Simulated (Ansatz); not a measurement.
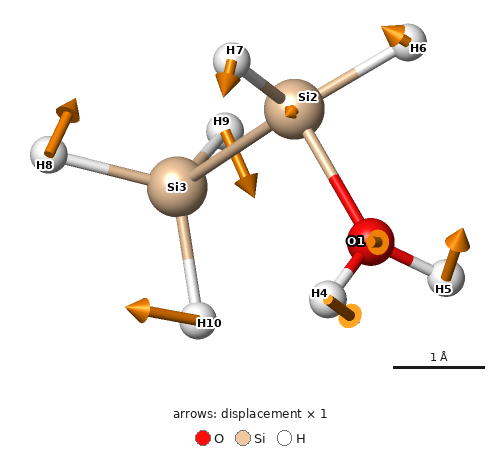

A relaxation of Si2H7O (charge +1). The starting structure is drawn; orange arrows show the displacements, at their true length. The two geometries are superimposed by the best rigid fit.

Style: ball-and-stick. Shown from a free direction.

It is one of the separated reactants of a reaction.

Theory: RKS PBE0-D4/def2-TZVP (Ansatz 0.2.0).

Input file:
```yaml
crystal:
  periodic: [false, false, false]
  atoms:
    - {symbol: O, position_ang: [-1.695872, 0.855904, -1.148238]}
    - {symbol: Si, position_ang: [0.091109, 0.802471, -0.487411]}
    - {symbol: Si, position_ang: [0.236088, -0.997508, 1.053091]}
    - {symbol: H, position_ang: [-2.056945, 0.202820, -1.787561]}
    - {symbol: H, position_ang: [-2.430915, 1.296952, -0.667821]}
    - {symbol: H, position_ang: [0.102608, 2.204753, 0.033206]}
    - {symbol: H, position_ang: [0.763384, 0.676596, -1.817565]}
    - {symbol: H, position_ang: [1.243245, -1.958179, 0.502293]}
    - {symbol: H, position_ang: [0.628076, -0.405738, 2.371100]}
    - {symbol: H, position_ang: [-1.146886, -1.583290, 1.085004]}
basis:
  gaussian: {orbitals: def2-TZVP}
total_charge: 1
hamiltonian: {xc: pbe0, dispersion: d4}
relax: {f_tol: 0.005, max_steps: 200}
```

Launched with:
```bash
ansatz run in.yaml --threads 2 --pin off --events-out ev --progress --plain --max-ram 4352MiB
```

Describe the change and its energy.

The energy falls by 2.07 kcal/mol in 36 accepted moves (43 points after the start). Largest force component: 0.56 eV/Å at the start, 0.0031 eV/Å at the end. The line search rejected the trial steps at points 7, 9, 13, 14, 21, 24, 29 of the run. H10 moves most after the best rigid fit: 0.94 Å. Largest moves by element: H 0.94 Å, O 0.40 Å, Si 0.15 Å. Near-neighbour distances that change, for instance: O1–Si2 1.906 → 1.860 Å, Si2–Si3 2.374 → 2.349 Å, Si2–H6 1.496 → 1.477 Å, O1–H4 0.983 → 0.969 Å. Among the angles between lasting bonds that change: O1–Si2–H7 96.6° → 100.9°, O1–Si2–Si3 107.7° → 105.0°, Si2–O1–H5 123.0° → 120.5°. Groups turn about Si2–Si3 by about 50°. Cost: 120 s on 2 threads of Arm Neoverse V1 (shared host).
